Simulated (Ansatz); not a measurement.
H6OSn

The calculation's input:

```
crystal:
  periodic: [false, false, false]
  atoms:
    - {symbol: Sn, position_ang: [0.648339, -0.365940, 0.364881]}
    - {symbol: O, position_ang: [-1.382046, 0.239141, -0.131264]}
    - {symbol: H, position_ang: [1.041222, -1.887924, -0.282255]}
    - {symbol: H, position_ang: [0.116205, -0.568573, 1.989104]}
    - {symbol: H, position_ang: [1.894492, 0.799026, 0.387964]}
    - {symbol: H, position_ang: [-0.723731, 0.471943, -1.093598]}
    - {symbol: H, position_ang: [0.210770, 0.340197, -1.566507]}
    - {symbol: H, position_ang: [-1.805152, 0.972230, 0.331675]}
basis:
  gaussian: {orbitals: def2-TZVPP}
hamiltonian: {xc: pbe0, dispersion: d4}
output: {orbitals: {seedname: orbitals}}
```

Run with:

```sh
ansatz run in.yaml --threads 2 --pin off --events-out ev --progress --plain --max-ram 4352MiB
```

A transition-state structure; geometry: PBE0-D4/def2-TZVP; core potentials replace the inner electrons of Sn.

All numbers below come from Ansatz 0.2.0, RKS PBE0-D4/def2-TZVPP.

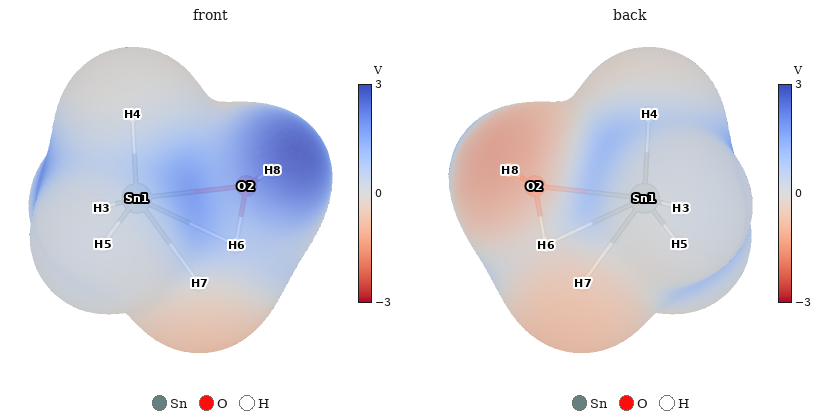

Figure 1. The electrostatic potential painted on the density surface at 0.002 e/bohr³, seen from the front and from behind; the colour scale runs from red (negative) to blue (positive).

Describe the electrostatic potential map.

Answer. The most negative region (about −1.1 V, or −25 kcal/mol for a unit charge) lies over O2, the most positive (about +2.6 V, or +60 kcal/mol for a unit charge) over H8. O2 is the likeliest acceptor of a hydrogen bond.

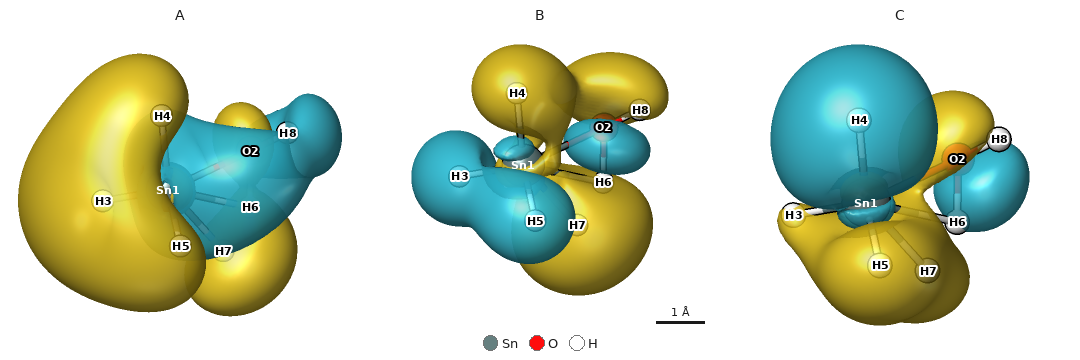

Figure 2. Three frontier orbitals at ±0.06 Å⁻³ᐟ² (yellow and cyan are the two phases), in no order.

Which picture is the HOMO−1, the HOMO and the LUMO?

Answer. C is the HOMO−1 (−8.92 eV). It lies mainly on Sn1 (about 35 %), H4 (about 35 %), O2 (about 15 %) and H5 (about 5 %). B is the HOMO (−7.30 eV). It lies mainly on H7 (about 30 %), O2 (about 25 %), Sn1 (about 15 %) and H6 (about 10 %). A is the LUMO (−0.66 eV). By Hirshfeld shares it lies mainly on Sn1 (about 55 %), O2 (about 10 %), H7 (about 5 %), H5 (about 5 %) and H4 (about 5 %).

What is the HOMO–LUMO gap?

Answer. 6.64 eV between the orbital energies.
